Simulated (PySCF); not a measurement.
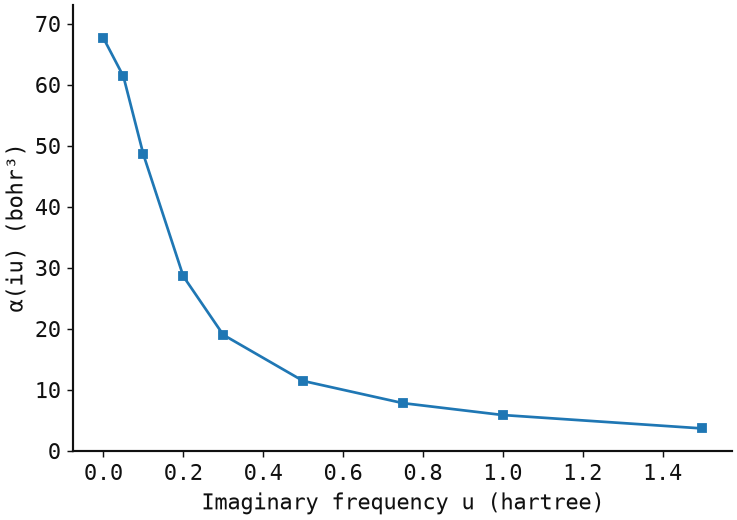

Dipole polarisability at imaginary frequency of neutral molybdenum ([Kr] 4d⁵ 5s). Coupled response at the PBE level; PySCF, ANO-RCC-VTZP, spin-free X2C-1e, unrestricted single determinants, no spin-orbit coupling.

### Give the static polarisability, its fall-off and C₆.

The static dipole polarisability is 67.6 bohr³ (the recommended value is 87.0); α(iu) falls to half of it near u = 0.17 hartree. The Casimir–Polder integral gives C₆ = 634 hartree bohr⁶ for two such species.

Known limits: basis without added diffuse functions.
